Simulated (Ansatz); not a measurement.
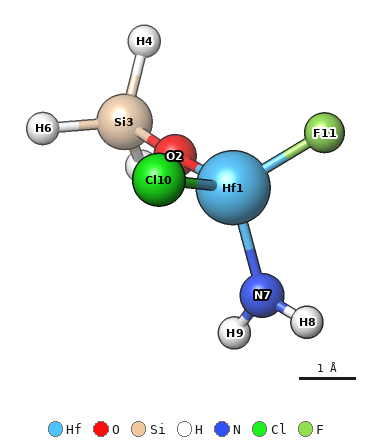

*The input geometry (ball-and-stick view, seen at a tilt; atoms are numbered from 1 in the order of the input). Sticks mark near contacts.*

**Run report: HfSiNH$_{5}$ClOF, molecular dynamics (part 1 of 3)**

The run: molecular dynamics of HfSiNH$_{5}$ClOF. Method and program: RKS PBE/def2-SVP (Ansatz 0.2.0).

One setting was made poor on purpose. It belongs to a series of runs on one base structure; here: dynamics from the start. Figures and captions count atoms from 1; the log counts them from 0 in places.

The program's output:
```
Engine: ansatz 0.2.0, x86_64-unknown-linux-gnu
Functional definition: PBE
  parameter kappa = 0.804
  parameter beta = 0.06672455060314922
  exchange = pbe_x(kappa = kappa, mu = beta*pi^2/3)
  correlation = pbe_c(beta = beta)
1458 factors; their error is unknown
mean field evaluation 1: about -28007.8403 eV, gradient 9.3e1 eV
mean field evaluation 2: about -27865.6509 eV, gradient 2.6e2 eV
mean field evaluation 4: about -28023.2046 eV, gradient 2.3e1 eV
mean field evaluation 8: about -28024.3558 eV, gradient 3.5e-1 eV
mean field evaluation 16: about -28024.2366 eV, gradient 7.8e-4 eV
mean field -28024.23664528 eV, -1029.8717012042 hartree, gradient 3.0e-5 eV, S^2 0.000000; 0 other end points of the search recorded, 0 dependent functions left out
the calculation of the forces begins
reference -28024.23672418 eV, -1029.8717041037 hartree; 36, 36 occupied and 99, 99 virtual orbitals, 1458 factors
md step     0: t =     0.00 fs  T =   300.0 K  F+E_penalty+E_count = -28024.23664528 eV  E_kin = 0.349002 eV  conserved = -28023.88764328 eV  (31 SCF iters)
these checks for a lower state are left out or cut short: starts, cluster_reference, orbital_swaps, neighbouring_geometries, increment
1458 factors; their error is unknown
mean field -28024.07700521 eV, -1029.8658345400 hartree, gradient 1.0e-5 eV, S^2 0.000000; 0 other end points of the search recorded, 0 dependent functions left out
[... from here on the field's lines of each further geometry are left out, up to the last ...]
md step     1: t =     2.00 fs  T =   208.4 K  F+E_penalty+E_count = -28024.07700521 eV  E_kin = 0.242446 eV  conserved = -28023.83455875 eV  (32 SCF iters)
md step     2: t =     4.00 fs  T =   225.5 K  F+E_penalty+E_count = -28024.11565991 eV  E_kin = 0.262293 eV  conserved = -28023.85336674 eV  (31 SCF iters)
md step     3: t =     6.00 fs  T =   203.4 K  F+E_penalty+E_count = -28024.10029412 eV  E_kin = 0.236673 eV  conserved = -28023.86362126 eV  (31 SCF iters)
md step     4: t =     8.00 fs  T =   186.1 K  F+E_penalty+E_count = -28024.08022176 eV  E_kin = 0.216441 eV  conserved = -28023.86378120 eV  (30 SCF iters)
md step     5: t =    10.00 fs  T =   173.7 K  F+E_penalty+E_count = -28024.05590491 eV  E_kin = 0.202026 eV  conserved = -28023.85387903 eV  (30 SCF iters)
md step     6: t =    12.00 fs  T =   125.9 K  F+E_penalty+E_count = -28023.97853630 eV  E_kin = 0.146470 eV  conserved = -28023.83206644 eV  (31 SCF iters)
md step     7: t =    14.00 fs  T =   216.4 K  F+E_penalty+E_count = -28024.13716472 eV  E_kin = 0.251779 eV  conserved = -28023.88538570 eV  (30 SCF iters)
md step     8: t =    16.00 fs  T =   146.2 K  F+E_penalty+E_count = -28023.97228862 eV  E_kin = 0.170099 eV  conserved = -28023.80218928 eV  (30 SCF iters)
md step     9: t =    18.00 fs  T =   206.7 K  F+E_penalty+E_count = -28024.11443466 eV  E_kin = 0.240496 eV  conserved = -28023.87393882 eV  (32 SCF iters)
md step    10: t =    20.00 fs  T =   137.8 K  F+E_penalty+E_count = -28023.98870793 eV  E_kin = 0.160303 eV  conserved = -28023.82840459 eV  (31 SCF iters)
md step    11: t =    22.00 fs  T =   202.0 K  F+E_penalty+E_count = -28024.09345834 eV  E_kin = 0.234942 eV  conserved = -28023.85851586 eV  (31 SCF iters)
md step    12: t =    24.00 fs  T =   154.6 K  F+E_penalty+E_count = -28024.02801646 eV  E_kin = 0.179800 eV  conserved = -28023.84821597 eV  (31 SCF iters)
md step    13: t =    26.00 fs  T =   155.4 K  F+E_penalty+E_count = -28024.04902903 eV  E_kin = 0.180758 eV  conserved = -28023.86827078 eV  (32 SCF iters)
md step    14: t =    28.00 fs  T =   174.2 K  F+E_penalty+E_count = -28024.05864457 eV  E_kin = 0.202603 eV  conserved = -28023.85604146 eV  (32 SCF iters)
md step    15: t =    30.00 fs  T =   159.5 K  F+E_penalty+E_count = -28024.02771738 eV  E_kin = 0.185508 eV  conserved = -28023.84220900 eV  (31 SCF iters)
md step    16: t =    32.00 fs  T =   210.8 K  F+E_penalty+E_count = -28024.13216704 eV  E_kin = 0.245230 eV  conserved = -28023.88693657 eV  (32 SCF iters)
md step    17: t =    34.00 fs  T =   137.8 K  F+E_penalty+E_count = -28023.96476512 eV  E_kin = 0.160342 eV  conserved = -28023.80442347 eV  (32 SCF iters)
md step    18: t =    36.00 fs  T =   211.9 K  F+E_penalty+E_count = -28024.11917358 eV  E_kin = 0.246499 eV  conserved = -28023.87267439 eV  (32 SCF iters)
md step    19: t =    38.00 fs  T =   123.6 K  F+E_penalty+E_count = -28023.97099753 eV  E_kin = 0.143841 eV  conserved = -28023.82715627 eV  (33 SCF iters)
md step    20: t =    40.00 fs  T =   157.3 K  F+E_penalty+E_count = -28024.03973469 eV  E_kin = 0.183047 eV  conserved = -28023.85668796 eV  (31 SCF iters)
md step    21: t =    42.00 fs  T =   103.9 K  F+E_penalty+E_count = -28023.95137578 eV  E_kin = 0.120890 eV  conserved = -28023.83048535 eV  (31 SCF iters)
md step    22: t =    44.00 fs  T =   143.8 K  F+E_penalty+E_count = -28024.04506236 eV  E_kin = 0.167291 eV  conserved = -28023.87777146 eV  (31 SCF iters)
md step    23: t =    46.00 fs  T =   127.4 K  F+E_penalty+E_count = -28024.00275785 eV  E_kin = 0.148244 eV  conserved = -28023.85451393 eV  (31 SCF iters)
md step    24: t =    48.00 fs  T =   101.5 K  F+E_penalty+E_count = -28023.96030064 eV  E_kin = 0.118064 eV  conserved = -28023.84223657 eV  (32 SCF iters)
md step    25: t =    50.00 fs  T =   152.5 K  F+E_penalty+E_count = -28024.06202367 eV  E_kin = 0.177423 eV  conserved = -28023.88460102 eV  (31 SCF iters)
md step    26: t =    52.00 fs  T =   114.1 K  F+E_penalty+E_count = -28023.96066235 eV  E_kin = 0.132715 eV  conserved = -28023.82794775 eV  (31 SCF iters)
md step    27: t =    54.00 fs  T =   154.1 K  F+E_penalty+E_count = -28024.04797769 eV  E_kin = 0.179301 eV  conserved = -28023.86867669 eV  (30 SCF iters)
md step    28: t =    56.00 fs  T =    66.4 K  F+E_penalty+E_count = -28023.90397298 eV  E_kin = 0.077241 eV  conserved = -28023.82673153 eV  (32 SCF iters)
md step    29: t =    58.00 fs  T =   128.2 K  F+E_penalty+E_count = -28024.01382121 eV  E_kin = 0.149107 eV  conserved = -28023.86471439 eV  (31 SCF iters)
md step    30: t =    60.00 fs  T =    85.8 K  F+E_penalty+E_count = -28023.92872641 eV  E_kin = 0.099760 eV  conserved = -28023.82896688 eV  (31 SCF iters)
md step    31: t =    62.00 fs  T =   107.9 K  F+E_penalty+E_count = -28023.99324133 eV  E_kin = 0.125522 eV  conserved = -28023.86771929 eV  (31 SCF iters)
md step    32: t =    64.00 fs  T =    92.1 K  F+E_penalty+E_count = -28023.95226798 eV  E_kin = 0.107148 eV  conserved = -28023.84511999 eV  (32 SCF iters)
md step    33: t =    66.00 fs  T =   122.5 K  F+E_penalty+E_count = -28023.98830116 eV  E_kin = 0.142479 eV  conserved = -28023.84582169 eV  (31 SCF iters)
md step    34: t =    68.00 fs  T =   172.4 K  F+E_penalty+E_count = -28024.07552748 eV  E_kin = 0.200502 eV  conserved = -28023.87502537 eV  (31 SCF iters)
md step    35: t =    70.00 fs  T =   130.2 K  F+E_penalty+E_count = -28023.98524158 eV  E_kin = 0.151453 eV  conserved = -28023.83378855 eV  (31 SCF iters)
md step    36: t =    72.00 fs  T =   177.1 K  F+E_penalty+E_count = -28024.07592336 eV  E_kin = 0.206034 eV  conserved = -28023.86988971 eV  (31 SCF iters)
md step    37: t =    74.00 fs  T =   135.7 K  F+E_penalty+E_count = -28023.99542668 eV  E_kin = 0.157900 eV  conserved = -28023.83752702 eV  (31 SCF iters)
md step    38: t =    76.00 fs  T =   182.4 K  F+E_penalty+E_count = -28024.08408849 eV  E_kin = 0.212211 eV  conserved = -28023.87187708 eV  (31 SCF iters)
md step    39: t =    78.00 fs  T =   119.0 K  F+E_penalty+E_count = -28023.96986580 eV  E_kin = 0.138410 eV  conserved = -28023.83145565 eV  (31 SCF iters)
the calculation of the forces begins
reference -28024.03998128 eV, -1029.8644739355 hartree; 36, 36 occupied and 99, 99 virtual orbitals, 1458 factors
1458 factors; their error is unknown
mean field -28024.03990372 eV, -1029.8644710854 hartree, gradient 1.2e-5 eV, S^2 0.000000; 1 other end points of the search recorded, 0 dependent functions left out
the calculation of the forces begins
reference -28024.03998128 eV, -1029.8644739355 hartree; 36, 36 occupied and 99, 99 virtual orbitals, 1458 factors
md step    40: t =    80.00 fs  T =   150.6 K  F+E_penalty+E_count = -28024.03990372 eV  E_kin = 0.175181 eV  conserved = -28023.86472286 eV  (31 SCF iters)
```

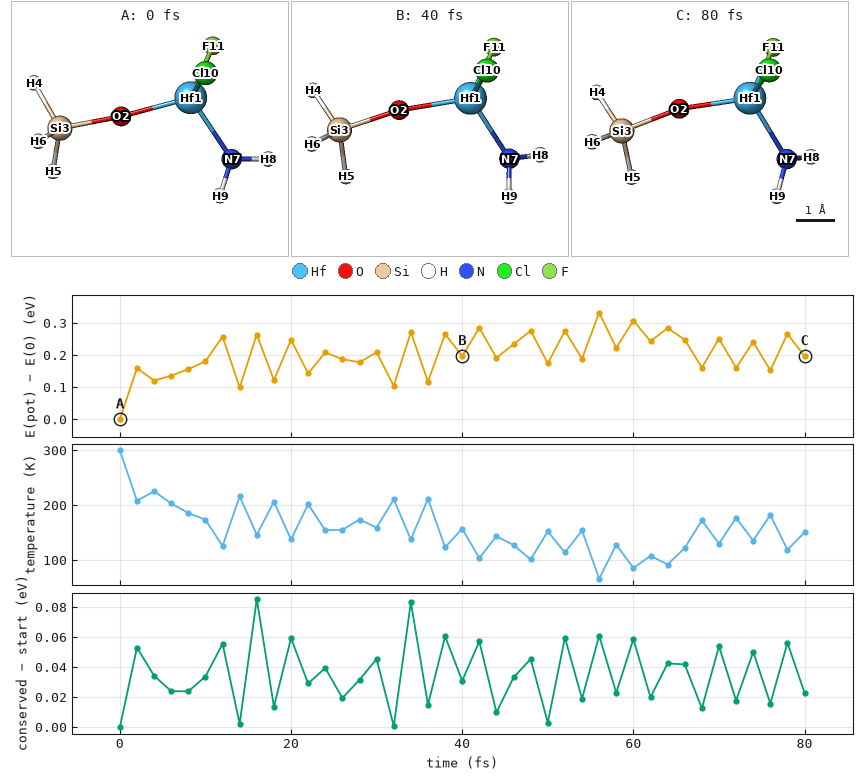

*Frames of the molecular dynamics (ball-and-stick, seen at a tilt) above the curves, on which the letters mark them.*

The trajectory kept here has 41 frames over 80 fs. The temperature starts at 300 K, ranges from 66 to 300 K and averages 130 K over the second half. The potential energy ends 0.197 eV above its first value. The conserved quantity stays within 0.085 eV. After an unweighted best fit of the last frame on the first, the root-mean-square displacement is 0.34 Å, and H8 has moved furthest (0.66 Å).

```
Total energy: -28024.03998128 eV, -1029.8644739355 hartree
Atom 0 at    -0.157937    -0.060731    -0.339671 Å, force     0.222244     0.020333    -0.678191 eV/Å
Atom 1 at    -0.901012    -0.160725     1.423870 Å, force    -0.378783    -0.089956     1.266749 eV/Å
Atom 2 at    -1.128253    -0.454079     3.091600 Å, force    -0.561753    -0.094869    -0.980083 eV/Å
Atom 3 at    -2.078894    -1.641307     3.241413 Å, force     0.219134     0.395810     0.065889 eV/Å
Atom 4 at     0.203834    -0.788404     3.601235 Å, force     0.578985    -0.204684     0.463239 eV/Å
Atom 5 at    -1.643133     0.788274     3.765524 Å, force    -0.068275    -0.088410    -0.018972 eV/Å
Atom 6 at     1.870205    -0.227507    -0.247239 Å, force    -0.813732     1.503669     1.427002 eV/Å
Atom 7 at     2.360705    -0.925935    -0.737610 Å, force     1.043924    -1.424745    -1.198465 eV/Å
Atom 8 at     2.506638     0.127834     0.482580 Å, force    -0.160981     0.062847    -0.157051 eV/Å
Atom 9 at    -1.066380     1.838366    -1.436669 Å, force     0.064928     0.321123    -0.072752 eV/Å
Atom 10 at    -0.614143    -1.551031    -1.432933 Å, force    -0.145692    -0.401118    -0.117364 eV/Å
Dipole moment:     0.459796    -0.195505     0.598677 e Å
```

Trajectory as extended XYZ (Å, eV, eV/Å), 40 of the 41 frames kept, from step=0 to step=40:
```
11
Properties=species:S:1:pos:R:3:forces:R:3 step=0 time_fs=0.0 energy=-28024.23665 temperature=300.0
Hf   -0.1513   -0.0984   -0.3568   -0.0044  -0.0038  -0.0192
O    -0.6825   -0.2314    1.5093   -0.0082   0.0018   0.0191
Si   -1.2617   -0.3561    3.0851    0.0087  -0.0093  -0.0044
H    -2.4694   -1.2521    3.1114    0.0092   0.0100  -0.0006
H    -0.1860   -0.9393    3.9601   -0.0063   0.0022  -0.0044
H    -1.6318    1.0094    3.5925   -0.0050  -0.0026  -0.0012
N     1.8728   -0.0070   -0.3778    0.0062  -0.0070   0.0048
H     2.4704   -0.2692   -1.1713   -0.0016   0.0040   0.0032
H     2.4765    0.3256    0.3829   -0.0033   0.0000  -0.0063
Cl   -1.0514    1.8911   -1.3183    0.0015  -0.0028   0.0035
F    -0.6564   -1.6128   -1.4333    0.0032   0.0072   0.0055
11
Properties=species:S:1:pos:R:3:forces:R:3 step=1 time_fs=2.0 energy=-28024.07700 temperature=208.4
Hf   -0.1504   -0.0971   -0.3545   -0.0881  -0.1185  -0.4859
O    -0.6925   -0.2241    1.4951   -0.1484  -0.0864   0.6381
Si   -1.2570   -0.3603    3.0906   -0.7380   0.1432  -0.7867
H    -2.4804   -1.2787    3.1054    0.3401   0.2748   0.0358
H    -0.1996   -0.9204    3.9356    0.5046  -0.2835   0.3957
H    -1.6225    1.0160    3.5788   -0.0299  -0.0718   0.0274
N     1.8686   -0.0142   -0.3829    2.3036   0.3077   0.9102
H     2.5046   -0.3419   -1.1718   -0.7910   0.4760   1.0696
H     2.5084    0.3277    0.4471   -1.4041  -0.7790  -1.9456
Cl   -1.0550    1.8898   -1.3225    0.0110   0.0006   0.0150
F    -0.6566   -1.6139   -1.4413    0.0401   0.1370   0.1264
11
Properties=species:S:1:pos:R:3:forces:R:3 step=2 time_fs=4.0 energy=-28024.11566 temperature=225.5
Hf   -0.1495   -0.0958   -0.3522   -0.1096  -0.2229  -0.9328
O    -0.7029   -0.2169    1.4824   -0.2506  -0.1660   1.1457
Si   -1.2533   -0.3643    3.0951   -0.9405   0.2356  -1.2142
H    -2.4785   -1.2949    3.1007    0.4473   0.3652   0.0702
H    -0.1937   -0.9123    3.9264    0.6633  -0.3710   0.5069
H    -1.6144    1.0198    3.5662   -0.0493  -0.1105   0.0637
N     1.8707   -0.0206   -0.3856    1.6576   0.1355   0.8316
H     2.5085   -0.3964   -1.1313   -0.5576   0.3817   0.6408
H     2.4865    0.3000    0.4367   -0.9677  -0.5039  -1.3911
Cl   -1.0585    1.8886   -1.3266    0.0274  -0.0074   0.0319
F    -0.6568   -1.6147   -1.4490    0.0798   0.2637   0.2474
11
Properties=species:S:1:pos:R:3:forces:R:3 step=3 time_fs=6.0 energy=-28024.10029 temperature=203.4
Hf   -0.1486   -0.0945   -0.3501   -0.0924  -0.3083  -1.3183
O    -0.7138   -0.2102    1.4724   -0.3037  -0.2292   1.4874
Si   -1.2510   -0.3680    3.0979   -0.3727   0.1979  -1.1317
H    -2.4594   -1.2970    3.0987    0.2896   0.2441   0.0960
H    -0.1625   -0.9185    3.9365    0.2824  -0.1740   0.2006
H    -1.6081    1.0194    3.5560   -0.0630  -0.1034   0.1092
N     1.8775   -0.0266   -0.3859   -1.7795  -0.3829  -0.9064
H     2.4911   -0.4363   -1.0663    0.5289  -0.3850  -0.8475
H     2.4275    0.2529    0.3731    1.3421   0.7866   1.8956
Cl   -1.0620    1.8873   -1.3308    0.0489  -0.0262   0.0531
F    -0.6567   -1.6149   -1.4562    0.1195   0.3803   0.3619
11
Properties=species:S:1:pos:R:3:forces:R:3 step=4 time_fs=8.0 energy=-28024.08022 temperature=186.1
Hf   -0.1477   -0.0933   -0.3483   -0.1246  -0.3733  -1.5740
O    -0.7255   -0.2040    1.4661   -0.3220  -0.2746   1.6690
Si   -1.2491   -0.3714    3.0991    0.5266   0.2069  -0.8549
H    -2.4292   -1.2898    3.1004   -0.0748  -0.0467   0.1141
H    -0.1205   -0.9313    3.9543   -0.2514   0.0974  -0.2092
H    -1.6043    1.0150    3.5500   -0.0722  -0.0616   0.1580
N     1.8793   -0.0336   -0.3888   -1.7834  -0.2831  -0.7802
H     2.4939   -0.4909   -1.0338    0.5914  -0.4699  -0.9147
H     2.4199    0.2360    0.3821    1.2945   0.7755   1.8699
Cl   -1.0655    1.8860   -1.3349    0.0681  -0.0404   0.0697
F    -0.6565   -1.6144   -1.4627    0.1478   0.4697   0.4524
11
Properties=species:S:1:pos:R:3:forces:R:3 step=5 time_fs=10.0 energy=-28024.05591 temperature=173.7
Hf   -0.1469   -0.0922   -0.3469   -0.2121  -0.4217  -1.6674
O    -0.7380   -0.1985    1.4637   -0.2983  -0.2984   1.6666
Si   -1.2465   -0.3745    3.0992    1.1692   0.3072  -0.6416
H    -2.4018   -1.2844    3.1064   -0.4275  -0.3347   0.1255
H    -0.0881   -0.9405    3.9641   -0.5677   0.2570  -0.4469
H    -1.6032    1.0083    3.5501   -0.0763  -0.0182   0.1939
N     1.8762   -0.0414   -0.3938    1.5857  -0.0704   1.1956
H     2.5193   -0.5635   -1.0363   -0.5324   0.5020   0.4293
H     2.4619    0.2487    0.4627   -0.8909  -0.4026  -1.4511
Cl   -1.0688    1.8846   -1.3389    0.0860  -0.0497   0.0807
F    -0.6559   -1.6129   -1.4683    0.1643   0.5296   0.5154
```
